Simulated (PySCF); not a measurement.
# C2H7Al: spin-spin couplings and electronic excitations at several levels of theory

Aim: compute the spin-spin couplings and electronic excitations of C2H7Al (`C[CH2][AlH2]`) at several levels, and see how far they spread and what each costs.

Computed with PySCF 2.14.0, with density-fitted response routines of our own, on a single molecule in the gas phase. Atoms are numbered from 0 throughout.

## 1. Starting geometry

10 atoms, charge 0, multiplicity 1; geometry from: PBE0-D3(BJ)/def2-SVP.

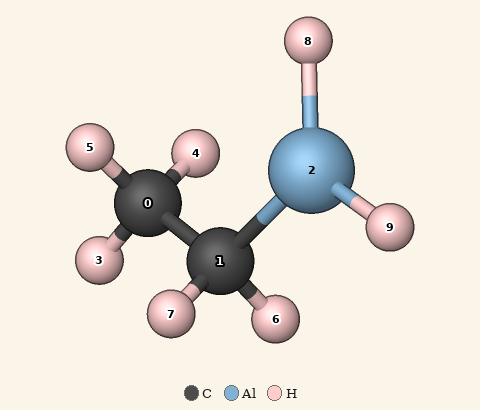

The starting geometry (carbon dark grey, aluminium light blue, hydrogen pink), atoms numbered; sticks join atoms by distance.

## 2. Spin-spin couplings: B3LYP/def2-TZVP

The job: settings as JSON, then the geometry in Å.

```
{"job": {"kind": "j", "xc": "B3LYP", "basis": "def2-TZVP"}, "charge": 0, "multiplicity": 1}
C     -1.217279    -0.052658     0.543390
C     -0.190657     0.258176    -0.544721
Al     1.688422    -0.178309    -0.172847
H     -2.243568     0.218422     0.244688
H     -1.000396     0.488674     1.478434
H     -1.230349    -1.124364     0.800522
H     -0.223291     1.331413    -0.816946
H     -0.456715    -0.255783    -1.489402
H      2.124206    -0.854753     1.205124
H      2.799804     0.148379    -1.269418
```

Method: B3LYP/def2-TZVP indirect spin-spin coupling, non-relativistic, gas phase.

On the command line:

```console
> OMP_NUM_THREADS=1 python probes_run.py task.json out
```

This one command runs all jobs of the session in turn.

Standard output:

```text
coarse grid: 8136 points
cycle   1  E = -322.8517781835  dE = -1.403e-01  |g| = 4.500e-01  |ddm| = 2.135e+00
cycle   2  E = -322.8072198887  dE =  4.456e-02  |g| = 6.036e-01  |ddm| = 8.211e-01
cycle   3  E = -322.9056071259  dE = -9.839e-02  |g| = 4.301e-02  |ddm| = 5.121e-01
cycle   4  E = -322.9061393123  dE = -5.322e-04  |g| = 1.284e-02  |ddm| = 5.166e-02
cycle   5  E = -322.9061687611  dE = -2.945e-05  |g| = 5.115e-03  |ddm| = 1.072e-02
cycle   6  E = -322.9061749693  dE = -6.208e-06  |g| = 8.656e-04  |ddm| = 3.260e-03
final grid: 71912 points
cycle   7  E = -322.9003528738  dE = -2.326e-05  |g| = 4.826e-03  |ddm| = 3.154e-02
cycle   8  E = -322.9003482046  dE =  4.669e-06  |g| = 6.338e-03  |ddm| = 7.377e-03
cycle   9  E = -322.9003584527  dE = -1.025e-05  |g| = 3.700e-04  |ddm| = 4.404e-03
cycle  10  E = -322.9003584818  dE = -2.909e-08  |g| = 1.549e-04  |ddm| = 3.463e-04
cycle  11  E = -322.9003584872  dE = -5.426e-09  |g| = 3.359e-05  |ddm| = 1.048e-04
cycle  12  E = -322.9003584875  dE = -2.638e-10  |g| = 2.925e-06  |ddm| = 2.515e-05
converged SCF energy = -322.9003584875

Indirect spin-spin couplings (Hz)
  i      j    bonds     total        FC       PSO       DSO        SD
  0 C    1 C    1     33.123    32.971     0.003     0.149         -
  0 C    2 Al   2     -2.036    -2.020     0.012    -0.028         -
  0 C    3 H    1    126.340   124.345     1.452     0.543         -
  0 C    4 H    1    123.988   121.925     1.499     0.564         -
  0 C    5 H    1    123.889   121.827     1.498     0.564         -
  0 C    6 H    2     -3.538    -3.618     0.322    -0.242         -
  0 C    7 H    2     -3.595    -3.675     0.321    -0.242         -
  0 C    8 H    3      1.114     1.116     0.031    -0.034         -
  0 C    9 H    3      4.944     5.092     0.185    -0.334         -
  1 C    2 Al   1     80.023    84.402    -4.446     0.067         -
  1 C    3 H    2     -3.803    -3.843     0.313    -0.273         -
  1 C    4 H    2     -1.658    -1.733     0.307    -0.232         -
  1 C    5 H    2     -1.695    -1.770     0.307    -0.232         -
  1 C    6 H    1    114.398   111.623     2.043     0.732         -
  1 C    7 H    1    114.058   111.272     2.053     0.733         -
  1 C    8 H    2     15.982    16.258    -0.004    -0.273         -
  1 C    9 H    2     19.226    19.490    -0.013    -0.251         -
  2 Al   3 H    3     23.846    23.907     0.318    -0.379         -
  2 Al   4 H    3      3.976     4.219    -0.172    -0.071         -
  2 Al   5 H    3      4.193     4.445    -0.183    -0.068         -
  2 Al   6 H    2     -6.853    -6.406    -0.261    -0.186         -
  2 Al   7 H    2     -6.779    -6.362    -0.232    -0.184         -
  2 Al   8 H    1    212.574   214.428    -1.954     0.100         -
  2 Al   9 H    1    211.542   213.370    -1.918     0.090         -
  3 H    4 H    2    -11.923   -11.765     2.401    -2.559         -
  3 H    5 H    2    -11.983   -11.827     2.396    -2.553         -
  3 H    6 H    3      4.372     4.408     0.586    -0.623         -
  3 H    7 H    3      4.547     4.579     0.573    -0.605         -
  3 H    8 H    4     -0.513    -0.233     0.876    -1.156         -
  3 H    9 H    4      3.542     3.909     0.835    -1.202         -
  4 H    5 H    2    -12.990   -12.890     2.342    -2.442         -
  4 H    6 H    3      3.136     3.158     0.676    -0.698         -
  4 H    7 H    3     15.757    16.331     2.232    -2.806         -
  4 H    9 H    4     -0.344     0.143     0.690    -1.178         -
  5 H    6 H    3     15.766    16.340     2.233    -2.807         -
  5 H    7 H    3      3.031     3.055     0.684    -0.708         -
  5 H    9 H    4     -0.322     0.172     0.698    -1.192         -
  6 H    7 H    2    -15.898   -16.251     2.179    -1.827         -
  6 H    8 H    3      0.422     1.088     1.000    -1.666         -
  6 H    9 H    3     -1.151    -0.939     0.279    -0.491         -
  7 H    8 H    3      0.244     0.899     0.983    -1.638         -
  7 H    9 H    3     -1.197    -0.975     0.297    -0.519         -
  8 H    9 H    2     31.955    32.950     1.008    -2.003         -
```

It took 10 s on 1 thread of Arm Neoverse N1, shared host; peak memory 0.58 GiB.

This basis has no tight s functions, so the Fermi-contact terms are rough.

Couplings of 1 Hz or more, nine at most for each number of bonds, with means over like pairs (isotopes 27Al, 13C, 1H):

```
  pair  bonds  J (Hz)  Fermi contact (Hz)
Al2–H8      1   212.1               213.9
 C0–H3      1   124.7               122.7
 C1–H6      1   114.2               111.4
C1–Al2      1    80.0                84.4
 C0–C1      1    33.1                33.0
 H8–H9      2    32.0                33.0
 C1–H8      2    17.6                17.9
 H6–H7      2   -15.9               -16.3
 H3–H4      2   -12.3               -12.2
Al2–H6      2    -6.8                -6.4
 C0–H6      2    -3.6                -3.6
 C1–H3      2    -2.4                -2.4
C0–Al2      2    -2.0                -2.0
Al2–H3      3    10.7                10.9
 H3–H6      3     7.8                 8.0
 C0–H8      3     3.0                 3.1
```

The spin-dipole term was not solved, so all couplings lack that part.

The response was solved for the nuclei of C, H alone, so couplings that need other nuclei can be missing.

Quadrupole couplings from the field gradients of the same density:

```
atom  isotope  eQq/h (MHz)     η
 Al2     27Al         52.4  0.10
```

## 3. Indirect couplings: B3LYP/cc-pVTZ

Settings changed since step 2:

```diff
@@ -1,2 +1,2 @@
-{"job": {"kind": "j", "xc": "B3LYP", "basis": "def2-TZVP"}, "charge": 0, "multiplicity": 1}
+{"job": {"kind": "j", "xc": "B3LYP", "basis": "cc-pVTZ"}, "charge": 0, "multiplicity": 1}
 C     -1.217279    -0.052658     0.543390
```

With the program's defaults for keys left out, this is: B3LYP/cc-pVTZ indirect spin-spin coupling, non-relativistic, gas phase.

Standard output:

```text
coarse grid: 8136 points
cycle   1  E = -322.8451188007  dE = -1.369e-01  |g| = 4.502e-01  |ddm| = 6.147e+00
cycle   2  E = -322.8009147466  dE =  4.420e-02  |g| = 6.026e-01  |ddm| = 1.877e+00
cycle   3  E = -322.8992101161  dE = -9.830e-02  |g| = 4.346e-02  |ddm| = 1.061e+00
cycle   4  E = -322.8997566252  dE = -5.465e-04  |g| = 1.223e-02  |ddm| = 1.016e-01
cycle   5  E = -322.8997845390  dE = -2.791e-05  |g| = 5.396e-03  |ddm| = 2.772e-02
cycle   6  E = -322.8997914387  dE = -6.900e-06  |g| = 6.977e-04  |ddm| = 9.391e-03
final grid: 71912 points
cycle   7  E = -322.9006862683  dE = -3.178e-05  |g| = 4.898e-03  |ddm| = 7.711e-02
cycle   8  E = -322.9006813616  dE =  4.907e-06  |g| = 6.471e-03  |ddm| = 1.960e-02
cycle   9  E = -322.9006920525  dE = -1.069e-05  |g| = 3.682e-04  |ddm| = 1.117e-02
cycle  10  E = -322.9006920808  dE = -2.833e-08  |g| = 1.655e-04  |ddm| = 7.876e-04
cycle  11  E = -322.9006920869  dE = -6.125e-09  |g| = 3.652e-05  |ddm| = 3.077e-04
cycle  12  E = -322.9006920873  dE = -3.179e-10  |g| = 2.599e-06  |ddm| = 5.987e-05
converged SCF energy = -322.9006920873

Indirect spin-spin couplings (Hz)
  i      j    bonds     total        FC       PSO       DSO        SD
  0 C    1 C    1     23.969    23.750     0.070     0.149         -
  0 C    2 Al   2     -1.422    -1.433     0.038    -0.028         -
  0 C    3 H    1    119.610   117.629     1.461     0.520         -
  0 C    4 H    1    116.473   114.428     1.503     0.542         -
  0 C    5 H    1    116.394   114.349     1.503     0.543         -
  0 C    6 H    2     -3.492    -3.580     0.333    -0.245         -
  0 C    7 H    2     -3.538    -3.626     0.332    -0.244         -
  0 C    8 H    3      1.202     1.200     0.036    -0.034         -
  0 C    9 H    3      4.689     4.878     0.144    -0.334         -
  1 C    2 Al   1     75.377    79.762    -4.451     0.066         -
  1 C    3 H    2     -3.926    -3.986     0.336    -0.276         -
  1 C    4 H    2     -1.664    -1.766     0.338    -0.235         -
  1 C    5 H    2     -1.696    -1.798     0.337    -0.235         -
  1 C    6 H    1    107.658   104.867     2.079     0.711         -
  1 C    7 H    1    107.337   104.537     2.089     0.712         -
  1 C    8 H    2     14.543    14.896    -0.079    -0.274         -
  1 C    9 H    2     17.777    18.113    -0.085    -0.251         -
  2 Al   3 H    3     24.375    24.346     0.410    -0.381         -
  2 Al   4 H    3      4.500     4.658    -0.086    -0.072         -
  2 Al   5 H    3      4.733     4.900    -0.097    -0.070         -
  2 Al   6 H    2     -6.955    -6.700    -0.066    -0.190         -
  2 Al   7 H    2     -6.921    -6.696    -0.036    -0.189         -
  2 Al   8 H    1    204.169   206.371    -2.302     0.100         -
  2 Al   9 H    1    202.743   204.883    -2.230     0.090         -
  3 H    4 H    2    -11.396   -11.409     2.617    -2.605         -
  3 H    5 H    2    -11.453   -11.468     2.612    -2.598         -
  3 H    6 H    3      4.592     4.552     0.676    -0.636         -
  3 H    7 H    3      4.771     4.727     0.662    -0.618         -
  3 H    8 H    4     -0.472    -0.226     0.914    -1.160         -
  3 H    9 H    4      3.575     3.991     0.789    -1.205         -
  4 H    5 H    2    -12.245   -12.323     2.565    -2.487         -
  4 H    6 H    3      3.227     3.158     0.780    -0.711         -
  4 H    7 H    3     15.905    16.258     2.469    -2.822         -
  4 H    9 H    4     -0.513     0.121     0.546    -1.180         -
  5 H    6 H    3     15.910    16.263     2.470    -2.822         -
  5 H    7 H    3      3.123     3.056     0.789    -0.721         -
  5 H    9 H    4     -0.493     0.150     0.551    -1.194         -
  6 H    7 H    2    -15.478   -16.015     2.409    -1.873         -
  6 H    8 H    3      0.257     1.095     0.833    -1.671         -
  6 H    9 H    3     -1.222    -0.943     0.216    -0.495         -
  7 H    8 H    3      0.076     0.900     0.819    -1.644         -
  7 H    9 H    3     -1.274    -0.982     0.231    -0.523         -
  8 H    9 H    2     31.338    32.716     0.630    -2.008         -
```

It took 15 s on 1 thread of Arm Neoverse N1, shared host; peak memory 0.73 GiB.

This basis has no tight s functions, so the Fermi-contact terms are rough.

This run: J(Al2,H8) 203.5 Hz, J(C0,H3) 117.5 Hz, J(C1,H6) 107.5 Hz (means over like pairs).

## 4. Indirect couplings: B3LYP/6-31G*

Settings changed since step 3:

```diff
@@ -1,2 +1,2 @@
-{"job": {"kind": "j", "xc": "B3LYP", "basis": "cc-pVTZ"}, "charge": 0, "multiplicity": 1}
+{"job": {"kind": "j", "xc": "B3LYP", "basis": "6-31G*"}, "charge": 0, "multiplicity": 1}
 C     -1.217279    -0.052658     0.543390
```

Method: B3LYP/6-31G* indirect spin-spin coupling, non-relativistic, gas phase.

Standard output:

```text
coarse grid: 8136 points
cycle   1  E = -322.8188477289  dE = -1.268e-01  |g| = 4.337e-01  |ddm| = 2.466e+00
cycle   2  E = -322.7831938204  dE =  3.565e-02  |g| = 5.587e-01  |ddm| = 9.386e-01
cycle   3  E = -322.8716992994  dE = -8.851e-02  |g| = 3.358e-02  |ddm| = 5.649e-01
cycle   4  E = -322.8720684885  dE = -3.692e-04  |g| = 1.076e-02  |ddm| = 5.157e-02
cycle   5  E = -322.8720955105  dE = -2.702e-05  |g| = 4.236e-03  |ddm| = 1.259e-02
cycle   6  E = -322.8721000991  dE = -4.589e-06  |g| = 2.664e-04  |ddm| = 3.463e-03
final grid: 71912 points
cycle   7  E = -322.8382655702  dE = -4.735e-06  |g| = 4.617e-03  |ddm| = 8.678e-03
cycle   8  E = -322.8382610745  dE =  4.496e-06  |g| = 6.162e-03  |ddm| = 9.681e-03
cycle   9  E = -322.8382714174  dE = -1.034e-05  |g| = 2.411e-04  |ddm| = 5.568e-03
cycle  10  E = -322.8382714306  dE = -1.315e-08  |g| = 8.646e-05  |ddm| = 2.642e-04
cycle  11  E = -322.8382714324  dE = -1.851e-09  |g| = 1.183e-05  |ddm| = 7.680e-05
cycle  12  E = -322.8382714324  dE = -4.047e-11  |g| = 1.537e-06  |ddm| = 1.567e-05
converged SCF energy = -322.8382714324

Indirect spin-spin couplings (Hz)
  i      j    bonds     total        FC       PSO       DSO        SD
  0 C    1 C    1     47.219    47.026     0.042     0.151         -
  0 C    2 Al   2     -1.943    -1.932     0.017    -0.028         -
  0 C    3 H    1    141.295   139.669     1.043     0.583         -
  0 C    4 H    1    140.500   138.830     1.066     0.604         -
  0 C    5 H    1    140.440   138.770     1.066     0.604         -
  0 C    6 H    2     -3.652    -3.719     0.304    -0.237         -
  0 C    7 H    2     -3.700    -3.767     0.303    -0.236         -
  0 C    8 H    3      0.965     0.966     0.030    -0.032         -
  0 C    9 H    3      4.399     4.626     0.104    -0.331         -
  1 C    2 Al   1     96.772   100.150    -3.444     0.066         -
  1 C    3 H    2     -3.947    -3.975     0.294    -0.266         -
  1 C    4 H    2     -1.733    -1.788     0.280    -0.225         -
  1 C    5 H    2     -1.767    -1.822     0.280    -0.225         -
  1 C    6 H    1    132.385   130.013     1.601     0.771         -
  1 C    7 H    1    132.114   129.733     1.610     0.771         -
  1 C    8 H    2     14.534    14.900    -0.097    -0.269         -
  1 C    9 H    2     17.232    17.567    -0.088    -0.247         -
  2 Al   3 H    3     21.105    21.190     0.292    -0.377         -
  2 Al   4 H    3      3.262     3.434    -0.101    -0.070         -
  2 Al   5 H    3      3.453     3.632    -0.111    -0.068         -
  2 Al   6 H    2     -6.111    -5.684    -0.245    -0.182         -
  2 Al   7 H    2     -6.074    -5.673    -0.220    -0.181         -
  2 Al   8 H    1    215.775   217.482    -1.838     0.130         -
  2 Al   9 H    1    214.239   215.942    -1.823     0.120         -
  3 H    4 H    2    -15.165   -14.142     1.461    -2.484         -
  3 H    5 H    2    -15.217   -14.197     1.456    -2.477         -
  3 H    6 H    3      4.160     4.476     0.289    -0.604         -
  3 H    7 H    3      4.345     4.654     0.278    -0.587         -
  3 H    8 H    4     -0.737    -0.212     0.620    -1.144         -
  3 H    9 H    4      3.330     3.997     0.525    -1.192         -
  4 H    5 H    2    -16.483   -15.536     1.419    -2.366         -
  4 H    6 H    3      2.757     3.054     0.377    -0.674         -
  4 H    7 H    3     15.462    16.539     1.703    -2.780         -
  4 H    8 H    4      0.249     0.149    -0.172     0.272         -
  4 H    9 H    4     -0.752     0.104     0.310    -1.166         -
  5 H    6 H    3     15.470    16.547     1.703    -2.780         -
  5 H    7 H    3      2.651     2.951     0.384    -0.684         -
  5 H    8 H    4      0.273     0.154    -0.189     0.308         -
  5 H    9 H    4     -0.738     0.129     0.313    -1.180         -
  6 H    7 H    2    -19.226   -18.875     1.409    -1.760         -
  6 H    8 H    3     -0.059     1.112     0.474    -1.644         -
  6 H    9 H    3     -1.402    -0.976     0.046    -0.473         -
  7 H    8 H    3     -0.239     0.914     0.464    -1.617         -
  7 H    9 H    3     -1.459    -1.016     0.057    -0.500         -
  8 H    9 H    2     32.140    33.942     0.152    -1.954         -
```

Wall time 3.8 s (1 thread of Arm Neoverse N1, shared host); peak memory 0.46 GiB.

The basis is not made for couplings: without tight functions at the nuclei these values are rough.

Key values: J(Al2,H8) 215.0 Hz, J(C0,H3) 140.7 Hz, J(C1,H6) 132.2 Hz (means over like pairs).

## 5. Ultraviolet spectrum: HF/def2-SVPD

Settings changed since step 4:

```diff
@@ -1,2 +1,2 @@
-{"job": {"kind": "j", "xc": "B3LYP", "basis": "6-31G*"}, "charge": 0, "multiplicity": 1}
+{"job": {"kind": "uv", "xc": "HF", "basis": "def2-SVPD", "ip": true}, "charge": 0, "multiplicity": 1}
 C     -1.217279    -0.052658     0.543390
```

With the program's defaults for keys left out, this is: TDDFT HF/def2-SVPD, vertical, gas phase, core orbitals frozen in the response.

Standard output:

```text
final grid: 71912 points
cycle   1  E = -321.5466034272  dE = -6.838e-02  |g| = 2.715e-01  |ddm| = 3.081e+00
cycle   2  E = -321.5777040636  dE = -3.110e-02  |g| = 6.918e-02  |ddm| = 5.289e-01
cycle   3  E = -321.5801558649  dE = -2.452e-03  |g| = 1.611e-02  |ddm| = 2.212e-01
cycle   4  E = -321.5802429299  dE = -8.707e-05  |g| = 3.260e-03  |ddm| = 3.570e-02
cycle   5  E = -321.5802485599  dE = -5.630e-06  |g| = 6.550e-04  |ddm| = 1.166e-02
cycle   6  E = -321.5802488568  dE = -2.970e-07  |g| = 1.629e-04  |ddm| = 2.736e-03
cycle   7  E = -321.5802488792  dE = -2.236e-08  |g| = 3.135e-05  |ddm| = 7.861e-04
cycle   8  E = -321.5802488800  dE = -7.622e-10  |g| = 7.230e-06  |ddm| = 1.060e-04
converged SCF energy = -321.5802488800

Static polarisability (au): isotropic 51.629, principal 44.472 51.545 58.870

Singlet excitations
state   eV       nm        f      main configurations
  1   5.9829    207.2   0.00445   H->L 0.92
  2   6.4093    193.4   0.00001   H-1->L 0.96
  3   7.7128    160.8   0.07445   H->L+1 0.56, H->L+2 0.30
  4   8.7333    142.0   0.02297   H-1->L+2 0.29, H->L+3 0.18, H-1->L+3 0.12
  5   8.9515    138.5   0.11246   H-1->L+1 0.83
  6   9.0802    136.5   0.24839   H->L+2 0.42, H->L+1 0.23, H->L+3 0.19
  7   9.1247    135.9   0.15417   H->L+3 0.34, H->L+4 0.33, H->L+1 0.13
  8   9.2596    133.9   0.07177   H->L+4 0.30, H-1->L+2 0.29, H-1->L+4 0.13
  9   9.4944    130.6   0.33893   H-1->L+3 0.42, H-1->L+4 0.23
 10   9.5406    130.0   0.00108   H->L+5 0.56, H->L+7 0.18, H->L+9 0.11

Triplet excitations (Tamm-Dancoff, eV): 5.4317 5.5431 7.0098 7.5944
Vertical ionisation energy (delta-SCF) = 9.0482 eV
```

It took 5.3 s on 1 thread of Arm Neoverse N1, shared host; peak memory 0.46 GiB.

The orbitals next to the gap, with their largest atomic shares:

```
orbital      eV                       atoms
 HOMO−3  -13.77   C0 30 %, C1 25 %, Al2 8 %
 HOMO−2  -13.11   C1 28 %, C0 26 %, H6 11 %
 HOMO−1  -11.43  Al2 39 %, H9 29 %, H8 28 %
   HOMO  -10.56  C1 39 %, Al2 22 %, C0 11 %
   LUMO    1.45  Al2 66 %, H8 10 %, H9 10 %
 LUMO+1    1.68                    Al2 82 %
 LUMO+2    2.86  Al2 36 %, C1 17 %, C0 14 %
```

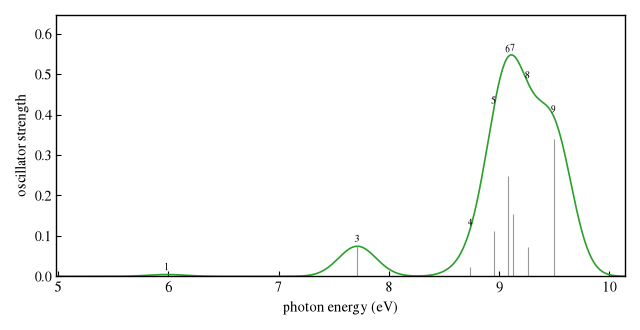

Absorption spectrum from the 10 singlet states computed; above the last one it falls off for lack of states. Lines are broadened to a width of 0.40 eV (Gaussian).

Further results of this job:

```
           property  computed
  dipole moment (D)      0.66
polarisability (Å³)      7.65
 HOMO–LUMO gap (eV)     12.01
      −ε(HOMO) (eV)     10.56
```

## 6. TDDFT and polarisability: LDA/def2-SVPD

Settings changed since step 5:

```diff
@@ -1,2 +1,2 @@
-{"job": {"kind": "uv", "xc": "HF", "basis": "def2-SVPD", "ip": true}, "charge": 0, "multiplicity": 1}
+{"job": {"kind": "uv", "xc": "LDA", "basis": "def2-SVPD", "ip": true}, "charge": 0, "multiplicity": 1}
 C     -1.217279    -0.052658     0.543390
```

Method: TDDFT LDA/def2-SVPD, vertical, gas phase, core orbitals frozen in the response.

Standard output:

```text
coarse grid: 8136 points
cycle   1  E = -320.7165903457  dE = -1.413e-01  |g| = 5.431e-01  |ddm| = 3.424e+00
cycle   2  E = -320.5194660543  dE =  1.971e-01  |g| = 9.773e-01  |ddm| = 1.718e+00
cycle   3  E = -320.8005044039  dE = -2.810e-01  |g| = 7.446e-02  |ddm| = 1.219e+00
cycle   4  E = -320.8025008937  dE = -1.996e-03  |g| = 2.675e-02  |ddm| = 1.698e-01
cycle   5  E = -320.8026640402  dE = -1.631e-04  |g| = 1.207e-02  |ddm| = 4.119e-02
cycle   6  E = -320.8027022926  dE = -3.825e-05  |g| = 6.908e-04  |ddm| = 1.409e-02
cycle   7  E = -320.8027024695  dE = -1.769e-07  |g| = 2.469e-04  |ddm| = 2.142e-03
final grid: 71912 points
cycle   8  E = -320.8573660733  dE = -1.932e-05  |g| = 2.617e-03  |ddm| = 6.236e-02
cycle   9  E = -320.8573622506  dE =  3.823e-06  |g| = 4.535e-03  |ddm| = 7.359e-03
cycle  10  E = -320.8573678918  dE = -5.641e-06  |g| = 3.181e-04  |ddm| = 4.802e-03
cycle  11  E = -320.8573679149  dE = -2.306e-08  |g| = 1.539e-04  |ddm| = 5.939e-04
cycle  12  E = -320.8573679208  dE = -5.873e-09  |g| = 2.590e-05  |ddm| = 1.809e-04
cycle  13  E = -320.8573679210  dE = -1.967e-10  |g| = 5.917e-06  |ddm| = 5.203e-05
converged SCF energy = -320.8573679210

Static polarisability (au): isotropic 59.652, principal 49.147 59.187 70.621

Singlet excitations
state   eV       nm        f      main configurations
  1   4.1580    298.2   0.00082   H->L 1.00
  2   4.8207    257.2   0.00001   H-1->L 1.00
  3   5.9702    207.7   0.00361   H-2->L 0.94
  4   6.1536    201.5   0.02691   H->L+1 0.88
  5   6.6709    185.9   0.00993   H-1->L+1 0.94
  6   6.6725    185.8   0.00591   H-3->L 0.93
  7   6.8434    181.2   0.01133   H->L+2 0.81, H->L+3 0.15
  8   7.1002    174.6   0.21306   H->L+3 0.67, H->L+4 0.12, H->L+2 0.11
  9   7.1306    173.9   0.01274   H->L+4 0.83, H->L+3 0.11
 10   7.4377    166.7   0.01692   H-4->L 0.86

Triplet excitations (Tamm-Dancoff, eV): 3.9316 4.4410 5.7931 5.8471
Vertical ionisation energy (delta-SCF) = 10.3582 eV
Vertical electron affinity (delta-SCF) = -0.1224 eV
```

It took 46 s on 1 thread of Arm Neoverse N1, shared host; peak memory 0.46 GiB.

This run: HOMO -6.39 eV, LUMO -2.33 eV; lowest singlet 4.16 eV.

(Part 1 of 2 ends here.)
